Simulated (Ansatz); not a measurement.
**As7H20In7: density, localisation and related maps**

```xyz
34

In    0.5567   -4.1754    0.8816
In   -2.7052    2.7707   -2.2758
In    0.9314   -0.6651   -2.1782
In   -2.5229   -1.0834    0.6577
In    0.9667   -0.5707    3.5718
In    1.2605    1.9702    1.5389
In    4.2363   -1.1659    0.7631
As   -3.8125    0.6039   -1.0334
As   -0.6155   -2.2750   -0.7293
As    2.1909   -2.3755    2.0904
As   -0.7115    1.2063   -3.2987
As   -1.5594    4.0309   -0.2589
As    2.4363    0.5747   -0.3729
As   -0.9670    0.5598    2.0668
H     1.5310   -5.1866   -0.1410
H    -0.7128   -4.6148    1.9898
H    -3.7595    3.3538   -3.5316
H     1.8079   -1.4249   -3.4784
H    -3.6579   -2.0005    1.6019
H     0.8562   -0.5529    5.3021
H     2.0687    0.9982    3.0352
H     1.4068    3.6641    1.8459
H     4.7580   -2.2163   -0.5185
H     5.1614   -0.2376    1.9052
H    -4.5264   -0.2736   -2.0626
H    -5.0809    1.0585   -0.3114
H    -1.4030   -3.0339   -1.8012
H     2.8727   -3.1674    3.2097
H    -1.2115    0.5454   -4.5860
H     0.2479    2.1708   -3.9978
H    -0.2402    3.3049   -0.6047
H    -1.1730    5.2136   -1.1748
H     3.1681    1.6460   -1.1829
H    -1.7982    1.3476    3.0782
```

Geometry: PBE-D4/def2-SVP; core potentials replace the inner electrons of In.

These are results of RKS PBE0-D4/def2-SVP in Ansatz, not measurements.

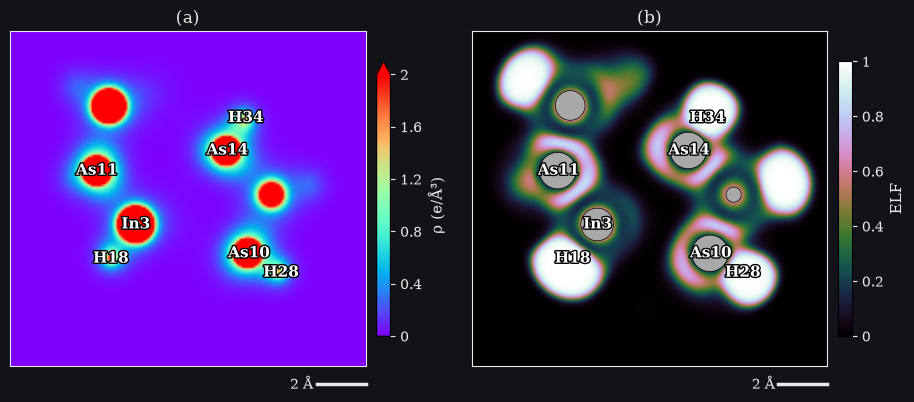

Figure 1. (a) electron density; (b) ELF on the plane of atoms As11, In3 and H18. Grey discs cover the atomic cores in the ELF map.

> What do the fields say about this system?

- The section cuts through In, As and H sites.
- As–H (1.53 Å): the density is about 1.1 e/Å³ at the midpoint; the ELF climbs to about 1 towards the hydrogen, as it does in any bond to H.
- In–As (2.73 Å): ρ is about 0.35 e/Å³ halfway; the ELF peaks at about 0.85 between the atoms: a covalent bond.
- In–H (1.74 Å): ρ is about 1.1 e/Å³ halfway; the ELF climbs to about 1 towards the hydrogen.

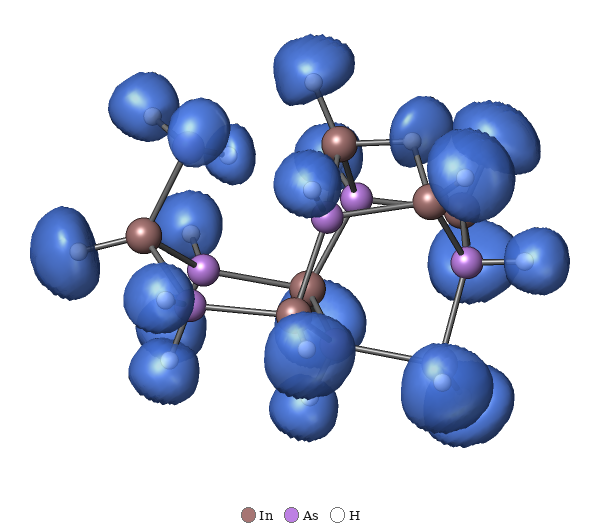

Figure 2. Isosurface of the electron localisation function at 0.9 (blue), seen at a tilt. Core shells and regions of very low density are left out.

> Where are the electrons localised?

The surface consists of 20 regions around hydrogen nuclei and one lobe on As, pointing away from the bonds (lone pairs). Profiles from the grid: In–As (2.64 Å): the ELF peaks at about 0.80 between the atoms: a covalent bond.

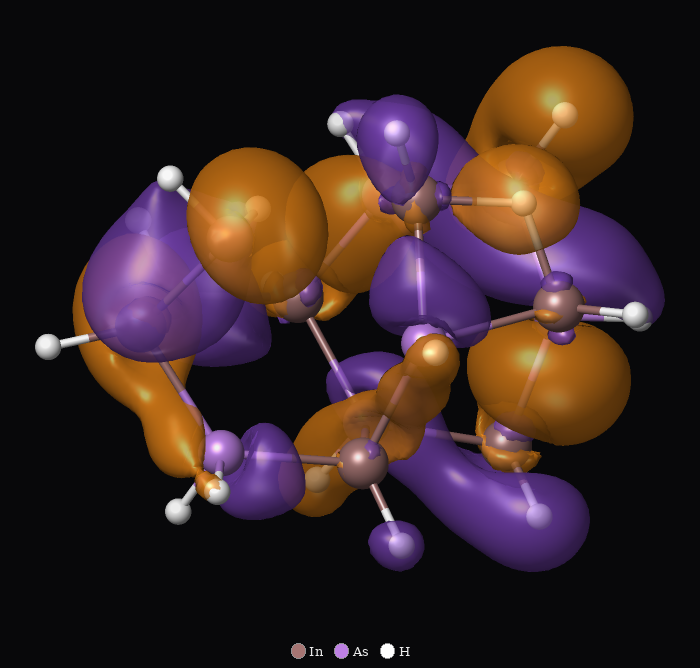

Figure 3. The HOMO−1 at ±0.04 Å⁻³ᐟ² (orange and purple are the two phases), seen at a tilt.

> Where does this orbital lie, and at what energy?

Its weight (Hirshfeld) is mainly on As10 (about 20 %), As12 (about 10 %), In7 (about 10 %), As13 (about 10 %), In1 (about 5 %) and As11 (about 5 %). Its energy is −6.92 eV.
